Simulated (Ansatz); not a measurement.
# AlH2(OMe) (CH₅AlO): a spread of methods and bases

Aim: run AlH2(OMe) (CH₅AlO) under a spread of inputs, and see what each costs and gives.

Program: Ansatz 0.2.0, Gaussian basis. Level of theory: the settings change from run to run. These are calculated values, not measurements.

### 1 The geometry

An earlier r2SCAN-D4 in a triple-zeta def2 set relaxation fixed the geometry.

8 atoms, charge 0, spin multiplicity 1.

Atoms are counted from 1 here; the program's logs count them from 0.

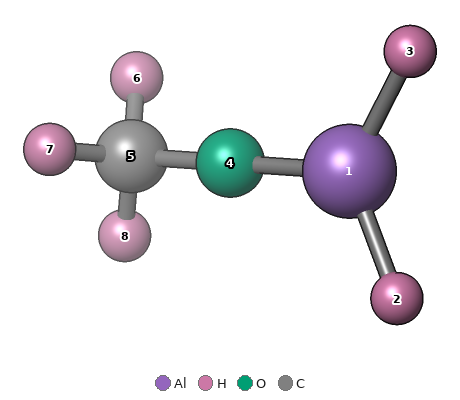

The structure; aluminium purple, hydrogen pink, oxygen teal, carbon grey; atoms are numbered from 1 in the order of the file.

### 2 CAM-B3LYP/def2-TZVP

Options: charge +1, multiplicity 2, atoms shaken by 0.03 Å.

in.yaml reads:

```yaml
crystal:
  periodic: [false, false, false]
  atoms:
    - {symbol: Al, position_ang: [0.709455, 1.299352, 0.782193]}
    - {symbol: H, position_ang: [2.091929, 1.233778, 1.269762]}
    - {symbol: H, position_ang: [-0.275755, 2.569295, 1.144363]}
    - {symbol: O, position_ang: [0.016989, 0.028334, 0.017854]}
    - {symbol: C, position_ang: [-0.517892, -1.080791, -0.622777]}
    - {symbol: H, position_ang: [-1.340635, -0.726621, -1.387073]}
    - {symbol: H, position_ang: [-1.018616, -1.790582, 0.034607]}
    - {symbol: H, position_ang: [0.247564, -1.602779, -1.238257]}
basis:
  gaussian: {orbitals: def2-TZVP}
total_charge: 1
magnetization: {spin_polarized: true, initial_magnetization: 1}
hamiltonian: {xc: {name: CAM-B3LYP}}
output: {forces: true}
```

Started as:

```bash
$ ansatz run in.yaml --threads 4 --pin off --events-out ev --progress --plain --max-ram 3916MiB
```

Log, shortened:

```text
Functional definition: CAM-B3LYP
  name "CAM-B3LYP"
  cite "Yanai, Tew & Handy, Chem. Phys. Lett. 393, 51 (2004) doi:10.1016/j.cplett.2004.06.011"
  cite "Iikura, Tsuneda, Yanai & Hirao, J. Chem. Phys. 115, 3540 (2001) doi:10.1063/1.1383587"
  cite "Becke, Phys. Rev. A 38, 3098 (1988) doi:10.1103/PhysRevA.38.3098"
  cite "Lee, Yang & Parr, Phys. Rev. B 37, 785 (1988) doi:10.1103/PhysRevB.37.785"
  cite "Vosko, Wilk & Nusair, Can. J. Phys. 58, 1200 (1980) doi:10.1139/p80-159"
[...]
  # Exact exchange under (alpha + beta erf(omega r))/r, Becke's under what is left of 1/r.
[...]
810 factors; their error is unknown
246 factors; integrals over basis functions are off by at most 1.9e-5 eV
[...]
mean field -9753.21301090 eV, -358.4239671854 hartree, gradient 3.7e-5 eV, S^2 0.765436; 2 other end points of the search recorded, 0 dependent functions left out
[...]
reference -9753.21313606 eV, -358.4239717848 hartree; 16, 15 occupied and 113, 114 virtual orbitals, 810 factors
Total energy: -9753.21313606 eV, -358.4239717848 hartree
Atom 0 at     0.709455     1.299352     0.782193 Å, force    -1.268435     1.750408     0.508046 eV/Å
Atom 1 at     2.091929     1.233778     1.269762 Å, force     1.754594    -0.238673     0.483072 eV/Å
Atom 2 at    -0.275755     2.569295     1.144363 Å, force     0.100841    -0.434031    -0.295202 eV/Å
Atom 3 at     0.016989     0.028334     0.017854 Å, force    -0.766801    -1.821760    -0.965322 eV/Å
Atom 4 at    -0.517892    -1.080791    -0.622777 Å, force    -1.389787     0.277631    -1.349759 eV/Å
Atom 5 at    -1.340635    -0.726621    -1.387073 Å, force     1.477240    -0.334623     1.055881 eV/Å
Atom 6 at    -1.018616    -1.790582     0.034607 Å, force     0.265112     0.276059     0.380567 eV/Å
Atom 7 at     0.247564    -1.602779    -1.238257 Å, force    -0.172765     0.524988     0.182718 eV/Å
Dipole moment:     0.015083     0.097397    -0.034602 e Å
```

Wall time 1.5 s (4 threads of Intel Xeon 6975P-C, shared host).

Largest force 2.221 eV/Å, ⟨S²⟩ 0.765.

### 3 B3LYP5/STO-3G

in.yaml reads:

```yaml
crystal:
  periodic: [false, false, false]
  atoms:
    - {symbol: Al, position_ang: [0.682554, 1.303874, 0.825374]}
    - {symbol: H, position_ang: [2.209324, 1.224496, 1.229969]}
    - {symbol: H, position_ang: [-0.232274, 2.551203, 1.154376]}
    - {symbol: O, position_ang: [0.009232, 0.019168, 0.022609]}
    - {symbol: C, position_ang: [-0.549626, -1.050336, -0.666036]}
    - {symbol: H, position_ang: [-1.330179, -0.705532, -1.353695]}
    - {symbol: H, position_ang: [-1.002153, -1.761020, 0.033831]}
    - {symbol: H, position_ang: [0.213122, -1.581854, -1.246429]}
basis:
  gaussian: {orbitals: STO-3G}
hamiltonian: {xc: {name: B3LYP5}}
scf: {omitted_lower_state_checks: [starts]}
```

The command is unchanged.

Log, shortened:

```text
Functional definition: B3LYP5
  name "B3LYP5"
  cite "Stephens, Devlin, Chabalowski & Frisch, J. Phys. Chem. 98, 11623 (1994) doi:10.1021/j100096a001"
  cite "Becke, Phys. Rev. A 38, 3098 (1988) doi:10.1103/PhysRevA.38.3098"
  cite "Lee, Yang & Parr, Phys. Rev. B 37, 785 (1988) doi:10.1103/PhysRevB.37.785"
  cite "Vosko, Wilk & Nusair, Can. J. Phys. 58, 1200 (1980) doi:10.1139/p80-159"
[...]
302 factors; integrals over basis functions are off by at most 3.0e-5 eV
[...]
mean field -9638.17811942 eV, -354.1965128969 hartree, gradient 2.8e-5 eV, S^2 0.000000; 0 other end points of the search recorded, 0 dependent functions left out
reference -9638.17829353 eV, -354.1965192955 hartree; 16, 16 occupied and 8, 8 virtual orbitals, 302 factors
Total energy: -9638.17829353 eV, -354.1965192955 hartree
Checks for a lower state left out: starts
```

It took 0.15 s on 4 threads of Intel Xeon 6975P-C, shared host.

### 4 wB97X-V/def2-SVPD

Options: charge +1, multiplicity 2, the search for lower states set to light.

Changes to in.yaml since step 3:

```diff
@@ -12,4 +12,7 @@
 basis:
-  gaussian: {orbitals: STO-3G}
-hamiltonian: {xc: {name: B3LYP5}}
-scf: {omitted_lower_state_checks: [starts]}
+  gaussian: {orbitals: def2-SVPD}
+total_charge: 1
+magnetization: {spin_polarized: true, initial_magnetization: 1}
+hamiltonian: {xc: {name: wB97X-V}}
+scf: {lower_state_search: light}
+output: {forces: true}
```

Same command.

Log, shortened:

```text
Functional definition: wB97X-V
  name "wB97X-V"
  cite "Mardirossian & Head-Gordon, Phys. Chem. Chem. Phys. 16, 9904 (2014) doi:10.1039/C3CP54374A"
  cite "Becke, J. Chem. Phys. 107, 8554 (1997) doi:10.1063/1.475007"
  cite "Vydrov & Van Voorhis, J. Chem. Phys. 133, 244103 (2010) doi:10.1063/1.3521275"
[...]
      + integral(e_c_pw_opposite_spin*poly(b97_u_opposite, cos0, cos1)) + vv10(b, c)
912 factors; their error is unknown
395 factors; integrals over basis functions are off by at most 1.1e-5 eV
[...]
mean field -9746.51406561 eV, -358.1777854866 hartree, gradient 3.9e-6 eV, S^2 0.764079; 2 other end points of the search recorded, 0 dependent functions left out
[...]
reference -9746.51406336 eV, -358.1777854039 hartree; 16, 15 occupied and 91, 92 virtual orbitals, 912 factors
Total energy: -9746.51406336 eV, -358.1777854039 hartree
Atom 0 at     0.682554     1.303874     0.825374 Å, force     0.826491     1.582071     0.991279 eV/Å
Atom 1 at     2.209324     1.224496     1.229969 Å, force     0.165154    -0.239150    -0.065620 eV/Å
Atom 2 at    -0.232274     2.551203     1.154376 Å, force    -0.285940     0.005929    -0.079522 eV/Å
Atom 3 at     0.009232     0.019168     0.022609 Å, force    -0.693404    -1.405271    -1.166957 eV/Å
Atom 4 at    -0.549626    -1.050336    -0.666036 Å, force    -0.440866    -0.490344     0.926189 eV/Å
Atom 5 at    -1.330179    -0.705532    -1.353695 Å, force    -0.027925     0.422266    -0.427538 eV/Å
Atom 6 at    -1.002153    -1.761020     0.033831 Å, force     0.007033    -0.020572     0.205775 eV/Å
Atom 7 at     0.213122    -1.581854    -1.246429 Å, force     0.449457     0.145072    -0.383606 eV/Å
Dipole moment:     0.042336     0.071783     0.012202 e Å
```

Run time: 7 s. Hardware: 4 threads of Intel Xeon 6975P-C, shared host.

Largest force 2.042 eV/Å, ⟨S²⟩ 0.764.

### 5 HF/6-31G

Options: relativity set to scalar.

Changes to in.yaml since step 4:

```diff
@@ -12,7 +12,5 @@
 basis:
-  gaussian: {orbitals: def2-SVPD}
-total_charge: 1
-magnetization: {spin_polarized: true, initial_magnetization: 1}
-hamiltonian: {xc: {name: wB97X-V}}
-scf: {lower_state_search: light}
+  gaussian: {orbitals: 6-31G}
+hamiltonian: {xc: {name: HF}, pseudopotentials: {relativity: scalar}}
+scf: {omitted_lower_state_checks: [starts]}
 output: {forces: true}
```

The command is unchanged.

Log, shortened:

```text
Functional definition: HF
  name "HF"
  cite "Fock, Z. Phys. 61, 126 (1930) doi:10.1007/BF01340294"
  parent pbe
[...]
501 factors; integrals over basis functions are off by at most 2.0e-4 eV
[...]
mean field -9740.46336741 eV, -357.9554264292 hartree, gradient 2.8e-5 eV, S^2 0.000000; 0 other end points of the search recorded, 0 dependent functions left out
[...]
reference -9740.46336741 eV, -357.9554264292 hartree; 16, 16 occupied and 25, 25 virtual orbitals, 501 factors
Total energy: -9740.46336741 eV, -357.9554264292 hartree
Relativity: scalar
Atom 0 at     0.682554     1.303874     0.825374 Å, force     0.131349     0.250704     0.167691 eV/Å
Atom 1 at     2.209324     1.224496     1.229969 Å, force     0.197008     0.039852     0.073134 eV/Å
Atom 2 at    -0.232274     2.551203     1.154376 Å, force    -0.076850     0.188895     0.064764 eV/Å
Atom 3 at     0.009232     0.019168     0.022609 Å, force    -0.173830    -0.334680    -0.234419 eV/Å
Atom 4 at    -0.549626    -1.050336    -0.666036 Å, force    -0.274543    -0.523753    -0.321942 eV/Å
Atom 5 at    -1.330179    -0.705532    -1.353695 Å, force     0.310200    -0.110419     0.269397 eV/Å
Atom 6 at    -1.002153    -1.761020     0.033831 Å, force     0.167175     0.262746    -0.249205 eV/Å
Atom 7 at     0.213122    -1.581854    -1.246429 Å, force    -0.280509     0.226655     0.230580 eV/Å
Dipole moment:    -0.066178    -0.126841    -0.085595 e Å
Checks for a lower state left out: starts
```

Wall time 0.15 s (4 threads of Intel Xeon 6975P-C, shared host).

Largest force 0.673 eV/Å, dipole 0.80 D.

### 6 All runs side by side

| level | charge | multiplicity | geometry | functions | energy (eV) | time |
| --- | --- | --- | --- | --- | --- | --- |
| CAM-B3LYP/def2-TZVP | 1 | 2 | shaken | 129 | -9753.213 | 1.5 s |
| B3LYP5/STO-3G | 0 | 1 | relaxed | 24 | -9638.178 | 0.15 s |
| wB97X-V/def2-SVPD | 1 | 2 | relaxed | 107 | -9746.514 | 7 s |
| HF/6-31G | 0 | 1 | relaxed | 41 | -9740.463 | 0.15 s |

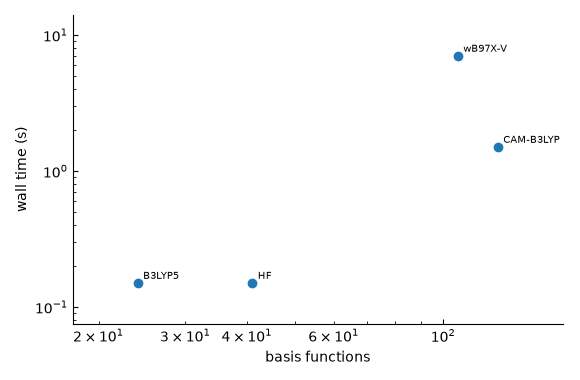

Wall time against the number of basis functions (shared host).

### 7 Summary of results

| quantity | value |
| --- | --- |
| runs | 4 |
| quickest | B3LYP5/STO-3G, 0.15 s |
| slowest | wB97X-V/def2-SVPD, 7 s |
| spread of total energies, same state and geometry | 102.3 eV |

**Reading.** Run time spans a factor of 47, from B3LYP5/STO-3G to wB97X-V/def2-SVPD. The jobs differ in tasks and options as well as level. The totals spread over 102 eV; they can't be compared across methods or bases. Some of these runs are scalar-relativistic and others not, which shifts the totals of all-electron atoms past neon by several eV an atom and more; core potentials, where a basis has them, take the core out of the total altogether. At the r2SCAN-D4/def2-TZVP geometry and in the same state, the sound runs without point charges leave forces up to 0.67 eV/Å (HF/6-31G).
